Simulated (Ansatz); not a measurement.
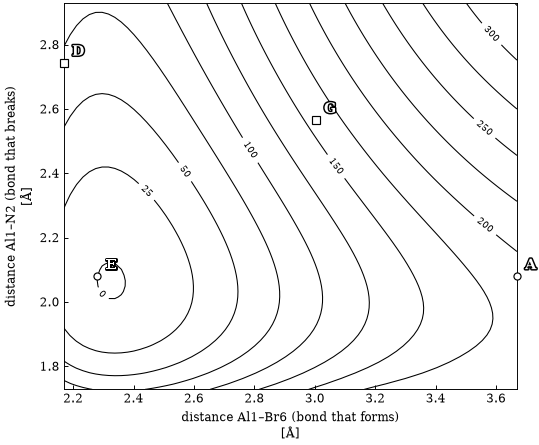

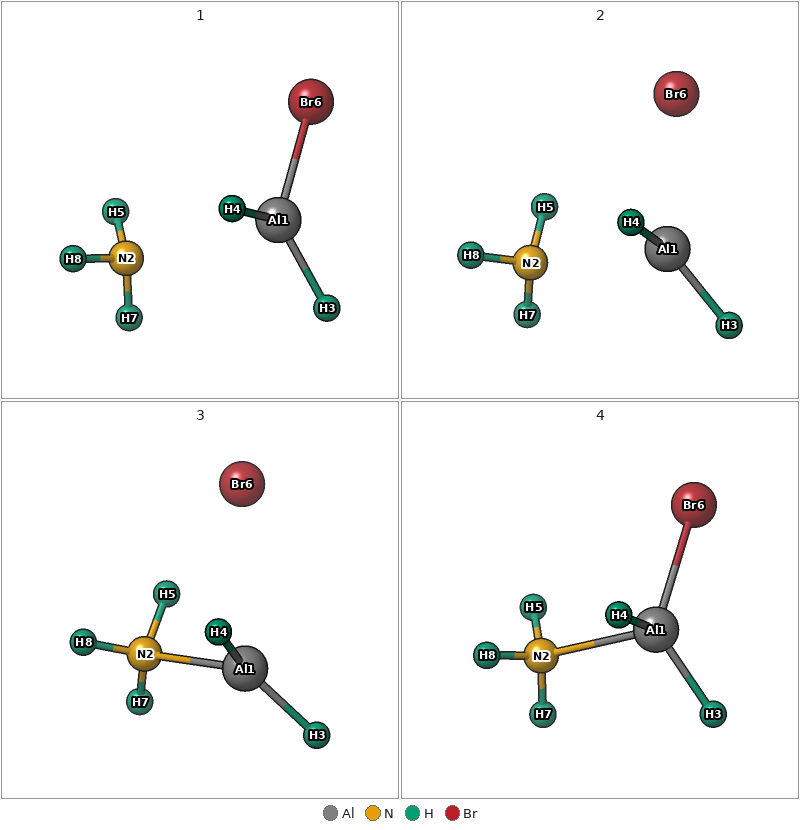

The reacting system AlBrH5N (fragments AlH₅N + Br where the first distance is long, AlBrH₂ + H₃N where the second is long). Coordinates scanned: (1) distance Al1–Br6 (bond that forms); (2) distance Al1–N2 (bond that breaks). Relaxed at each point: all other coordinates. Grid: 9 × 9 points. Points are written as (first, second). Energies: kJ/mol, counted from the lowest grid point. The reference is spin-restricted, so regions where a bond is pulled apart into radicals lie too high. Theory: RKS PBE0-D4/def2-SVP in Ansatz 0.2.0.

In the figure: contour lines labelled in kJ/mol, lettered points. Between grid points the surface is interpolated. The numbered pictures are the structures at these points, in random order.

> Which structure belongs to which point?

A is structure 3: (3.669 Å, 2.080 Å), 190 kJ/mol; D is structure 1: (2.169 Å, 2.744 Å), 70 kJ/mol; E is structure 4: (2.280 Å, 2.080 Å), 0 kJ/mol; G is structure 2: (3.003 Å, 2.566 Å), 158 kJ/mol.
